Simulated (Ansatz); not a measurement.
System: C$_{2}$H$_{6}$O$_{2}$Sn (SMILES C[O][Sn][O]C).

The calculation's input:

```
crystal:
  periodic: [false, false, false]
  atoms:
    - {symbol: C, position_ang: [-0.696886, 1.397334, -0.827152]}
    - {symbol: C, position_ang: [0.329878, -1.283339, 1.188682]}
    - {symbol: O, position_ang: [0.374585, 0.966355, -1.600419]}
    - {symbol: O, position_ang: [1.203099, -1.491326, 0.127421]}
    - {symbol: Sn, position_ang: [1.671643, -0.551749, -1.571502]}
    - {symbol: H, position_ang: [-1.317737, 0.570552, -0.432740]}
    - {symbol: H, position_ang: [-1.360443, 2.042622, -1.431867]}
    - {symbol: H, position_ang: [-0.367208, 1.999552, 0.041868]}
    - {symbol: H, position_ang: [-0.687375, -1.663164, 0.970796]}
    - {symbol: H, position_ang: [0.690214, -1.824868, 2.082718]}
    - {symbol: H, position_ang: [0.225430, -0.218970, 1.472796]}
basis:
  gaussian: {orbitals: def2-SVPD}
hamiltonian: {xc: {name: PBE0}}
output: {forces: true, orbitals: {seedname: orbitals}}
```

Run with:

```sh
ansatz run input.yaml --threads 2 --pin off --max-ram 5220MiB --events-out events.jsonl --progress --plain --runs-dir runs
```

Geometry: PBE0-D4/def2-SVP; core potentials replace the inner electrons of Sn.

Method: isolated molecule in a Gaussian basis; Kohn-Sham density functional theory, functional PBE0 in Ansatz.

> Predict the electron density and electron localisation function between the atoms.

C–O (1.39 Å): the density is about 2.1 e/Å³ at the midpoint, with its minimum of 1.8 e/Å³ about 0.5 Å from C; the ELF peaks at about 0.90 between the atoms (a shared but strongly polarised pair).
Sn–O (2.00 Å): ρ is about 0.67 e/Å³ halfway; the ELF peaks at about 0.85 in the valence shell of O, 0.6 Å from its nucleus, and drops to about 0.10 between the two atoms.

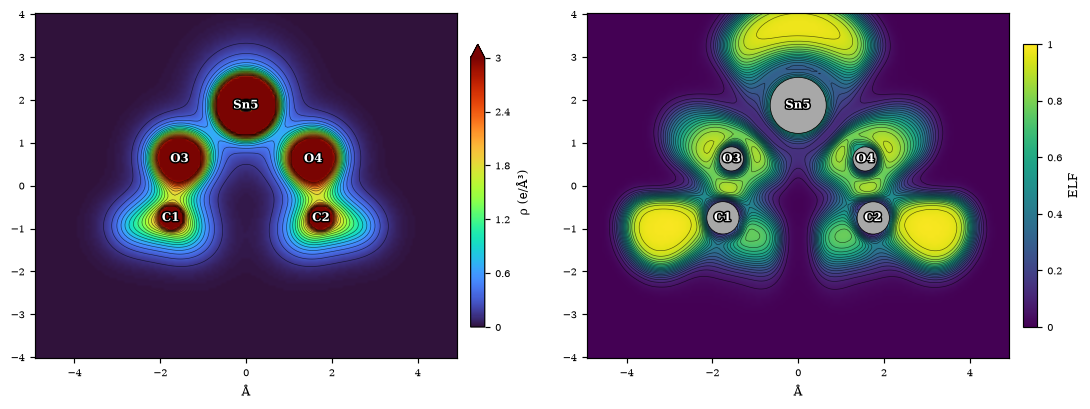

Computed electron density and electron localisation function on the plane of atoms O3, Sn5 and O4, in this order. Grey discs cover the atomic cores in the ELF map. 
